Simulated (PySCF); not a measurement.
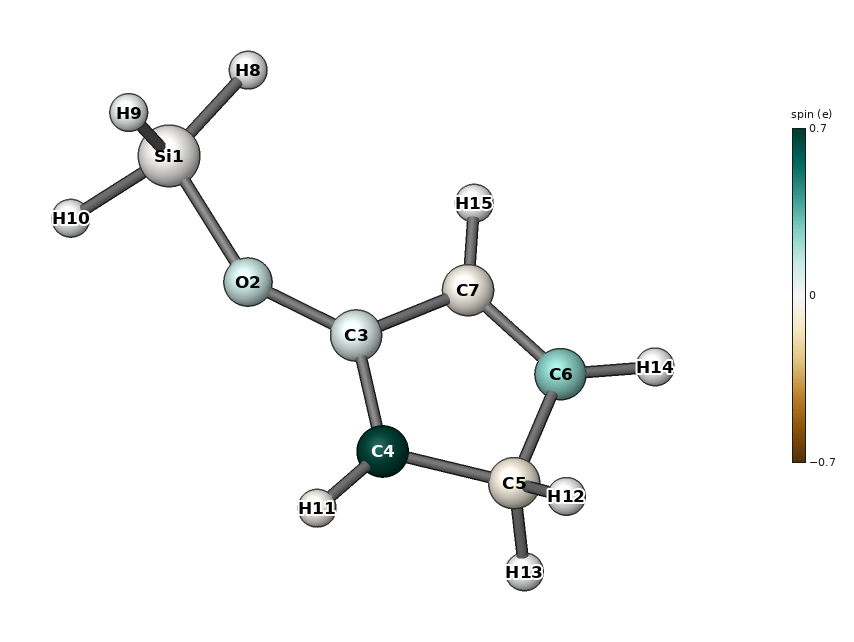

Atoms are coloured by their Mulliken spin populations. State: charge +1, doublet. The geometry was computed by an optimisation with GFN2-xTB. No frequency run is at hand to confirm it as a minimum. Level of theory: UKS B3LYP, pcH-1 on C H O Si, non-relativistic (PySCF 2.14.0).

**Which atom carries the largest spin population?**

C4 (0.68 e).

**Which atom has the lowest spin population?**

C5 (−0.06 e); a negative value comes from spin polarisation.

List the Mulliken spin populations.

```tsv
atom	value (e)
Si1	−0.01
O2	0.11
C3	0.06
C4	0.68
C5	−0.06
C6	0.25
C7	−0.04
H8	0.00
H9	0.01
H10	0.01
H11	−0.03
H12	0.01
H13	0.01
H14	−0.01
H15	0.00
```

Mulliken values depend strongly on the basis set. The geometry is semi-empirical. Around Si such bond lengths and angles can be off by a tenth of an ångström or more and by several degrees, and values that hang on the shape move with them.
